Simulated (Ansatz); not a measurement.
## Exact exchange and the vertical ionisation energy of C2H5FOSi

C2H5FOSi has 10 atoms, charge 0, and is taken as a singlet. As SMILES, `FC1CO[SiH2]1`. The shape is that of a PBE0-D4/def2-TZVP optimisation.

The vertical ionisation energy (to the doublet cation) y, in eV, basis def2-SVP; a is the functional's share of exact exchange. Programs: Ansatz 0.2.0.

```
functional  program     a  y (eV)
    r2SCAN   Ansatz     0    9.96
    revPBE   Ansatz     0    9.66
     B3LYP   Ansatz   0.2       ?
      PBE0   Ansatz  0.25   10.24
     BHLYP   Ansatz   0.5   10.54
```

Question: Fit y = c + s·a to the known rows and predict B3LYP.

Answer: 
1. Means of the 4 rows: a = 0.1875, y = 10.100.
2. Σ(Δa)² = 0.17188, Σ(Δa·Δy) = 0.255, so the slope is 0.255/0.17188 = 1.4836.
3. Intercept: 10.100 − (1.4836) × 0.1875 = 9.822. The largest residual of the fit is 0.16.
4. B3LYP: 9.822 + (1.4836) × 0.2 = 10.12 eV.

The run gave 10.18 eV, so the prediction is off by -0.06 eV, within the scatter of the fit. The rows mix families of semi-local functionals, which the line can't see.

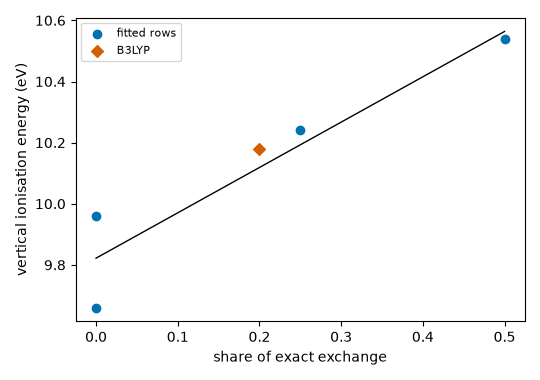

The fitted line, with the withheld row.
